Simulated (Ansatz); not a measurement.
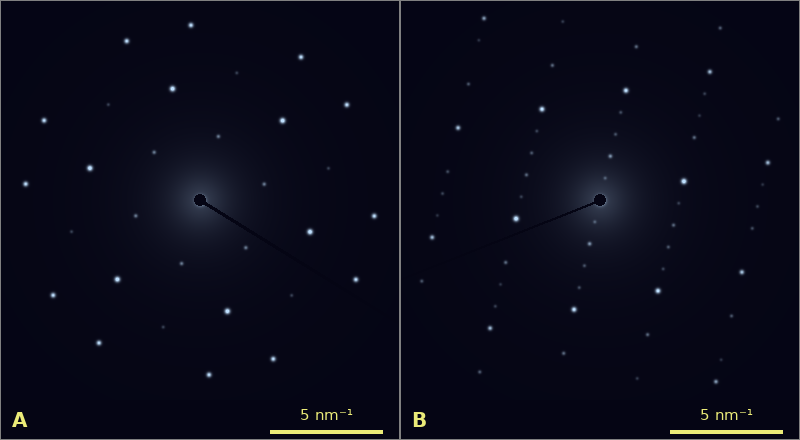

Kinematic electron diffraction patterns (120 kV, B = 0.5 Å², same scale, each along a low-index zone) of two structures of composition Ta3Se2, each relaxed at zero pressure with Ansatz, DFT PBE, scalar-relativistic, plane waves, PAW.

The structures (standard cells):
1. R-3m (No. 166), a = 3.317 Å, c = 29.620 Å (hexagonal axes), 15 atoms; generated start, possibly hypothetical
2. R-3c (No. 167), a = 6.719 Å, c = 14.593 Å (hexagonal axes), 30 atoms; generated start, possibly hypothetical

Which pattern belongs to which structure, and along which zone?

A is structure 2 along [001]: hexagonal net of 2 -1 0 at d = 3.36 Å and 1 1 0 at d = 3.36 Å, 60.0° apart (some points of this net are extinct or too weak to see). B is structure 1 along [100] or an equivalent direction: oblique net of 0 0 3 (weak) at d = 9.87 Å and 0 -1 1 at d = 2.86 Å, 84.5° apart (some points of this net are extinct or too weak to see).

Which structure lies lowest at this level of theory, and by how much?

Structure 1 (R-3m, 18.82 Å³ an atom) is the lowest of these; structure 2 (R-3c, 19.02 Å³ an atom) lies about 150 meV an atom higher. These are static energies at 0 K; other structures, not shown, may lie lower still.
